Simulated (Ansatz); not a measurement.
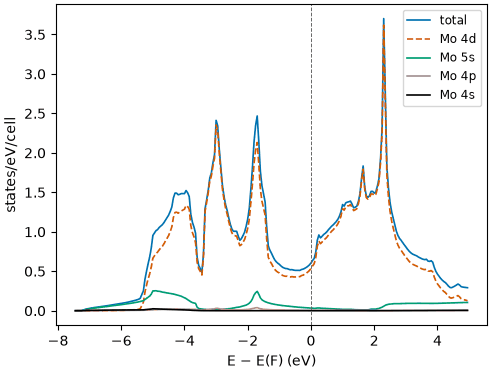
Figure. Total and projected density of states of Mo (bcc (W type), space group No. 229), the program Ansatz at the PBE level (PAW)

Which orbitals carry the states next to the Fermi level?

Within 0.5 eV of the Fermi level: Mo 4d 89 %, Mo 5s 5 %. Projections are on Löwdin-orthogonalised atomic valence shells; empty p or d shells of many metals are not among them.

Where is the tallest occupied peak in this window, and what makes it?

Near -1.7 eV, about 2.5 states/eV per cell; the largest projected share is Mo 4d.

Space group Im-3m (bcc (W type)). The cell was relaxed with PBE under the symmetry of its start. No spin polarisation was allowed. Scalar-relativistic: spin–orbit coupling is off unless named, which matters more the heavier the elements.

Potentials: the earlier of the program's two PAW sets.
